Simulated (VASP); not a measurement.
Band structure of Ni3Te4 (space group C2/m). Method: PBEsol GGA, VASP's PBE PAW potentials (set 64) (plane waves; VASP 6.6.1).

Unless said otherwise, spin-orbit coupling is left out, though it shifts the bands of the heavy elements here.

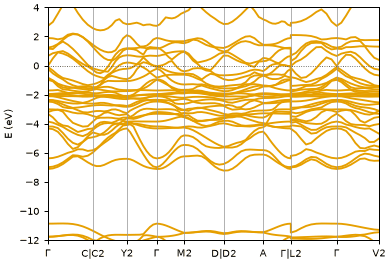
Figure. Bands along high-symmetry lines, zero at the valence-band maximum or, without a gap, the Fermi level

Q: Read the plot: is there a gap, and where are the band edges?

A: It has no gap at this level: it comes out as a metal or semimetal. (Edges off the drawn lines would not show.)

The structure comes from a computed database's Ni3Te4 entry (C2/m); how it stands against other phases isn't given here. It was relaxed first. The run is not spin-polarised, so no magnetic state was tried.
